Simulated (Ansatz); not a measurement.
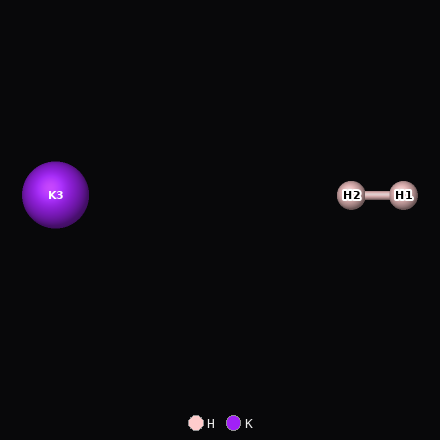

The system is H + HK, spin multiplicity 2; the picture shows the reference structure. First axis: distance H1–H2. Second axis: distance H2–K3. Nothing is relaxed (the angle H1–H2–K3 is fixed at 180 degrees). Grid: 17 × 17 points. Points are written as (first, second). All energies are given in kcal/mol relative to the lowest grid point. Energies and slopes of some neighbouring points disagree (a jump in structure or state, or too coarse a mesh). In part of the range the unrestricted reference is strongly spin-contaminated. Level of theory: Ansatz 0.2.0, UHF-MP2, frozen core/def2-TZVPD.

Its coordinates:

```yaml
atoms:
  - { symbol: H, position_ang: [-0.7530, 0.0000, 0.0000] }
  - { symbol: H, position_ang: [0.0000, 0.0000, 0.0000] }
  - { symbol: K, position_ang: [4.2720, 0.0000, 0.0000] }
```

Range: distance H1–H2 from 0.592 to 2.992 Å; distance H2–K3 from 1.872 to 4.272 Å.

Q: What landscape does the calculation give?

A: The lowest grid point is at (0.753 Å, 4.272 Å). It lies in a valley that leaves the map towards separated partners. The highest grid point, (2.992 Å, 4.272 Å), lies 99 kcal/mol above the lowest.

| distance H2–K3 ↓, distance H1–H2 → | 0.592 | 0.753 | 0.988 | 1.263 | 1.567 | 1.895 | 2.243 | 2.610 | 2.992 |
| --- | --- | --- | --- | --- | --- | --- | --- | --- | --- |
| 4.272 | 13 | 0 | 17 | 52 | 83 | 94 | 98 | 99 | 99 |
| 3.890 | 13 | 0 | 17 | 52 | 82 | 93 | 96 | 97 | 98 |
| 3.523 | 14 | 1 | 17 | 52 | 80 | 90 | 93 | 94 | 94 |
| 3.175 | 15 | 1 | 18 | 52 | 77 | 86 | 88 | 88 | 88 |
| 2.847 | 16 | 2 | 19 | 51 | 72 | 75 | 76 | 76 | 76 |
| 2.543 | 17 | 4 | 21 | 52 | 67 | 69 | 70 | 70 | 71 |
| 2.268 | 20 | 7 | 24 | 54 | 65 | 68 | 68 | 68 | 68 |
| 2.033 | 26 | 13 | 30 | 60 | 69 | 71 | 71 | 71 | 71 |
| 1.872 | 33 | 20 | 37 | 68 | 77 | 78 | 78 | 78 | 78 |

The table holds every second grid line.

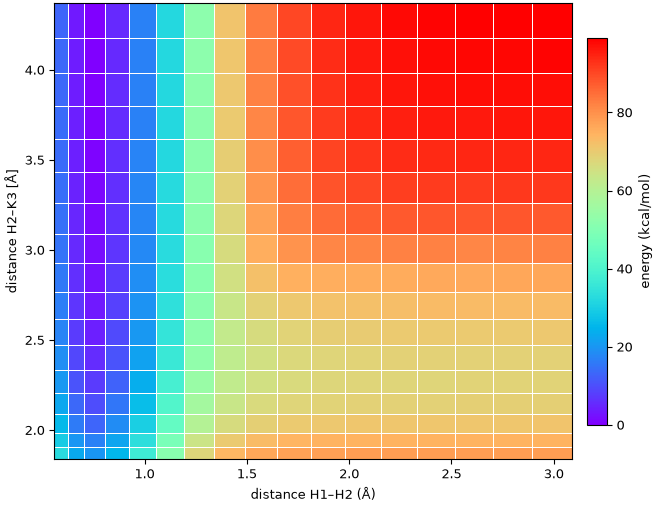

Drawn: one coloured cell a grid point.

The whole map (289 points run) took 5.4 min on 1 thread of Arm Neoverse V2 (shared host).
